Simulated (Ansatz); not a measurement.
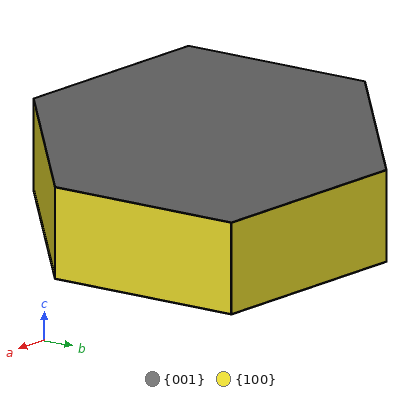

Al₃H₂Cl, space group P-3m1 (No. 164), a = 3.178 Å, b = 3.178 Å, c = 8.882 Å, α = 90.00°, β = 90.00°, γ = 120.00°. BFDH (Bravais–Friedel–Donnay–Harker) growth shape, computed from the cell and space group alone: each face lies at a distance from the centre proportional to 1/d(hkl), with d taken for the first order that the space group does not extinguish. It ignores bonding, solvent and kinetics. Origin: coordinates from a relaxation with DFT PBE, scalar-relativistic, plane waves, PAW (Ansatz 0.2.0); the starting structure was generated, so it need not be a known form of this composition. Forms under 0.4 % of the area are left out.

### Describe the habit.

It is plate-like. Widths along a, b and c stand as 1.00 : 1.00 : 0.27.

### Which form makes up most of the surface, and how much?

{001}, with 2 faces and about 62 % of the area; its spacing is d = 8.882 Å.

### How many faces does the whole crystal have, by form?

8 faces: 2 of {001} and 6 of {100}.

### List the forms with their spacings and shares.

| form | faces | d (Å) | share of area (%) |
| --- | --- | --- | --- |
| {001} | 2 | 8.882 | 61.7 |
| {100} | 6 | 2.752 | 38.3 |
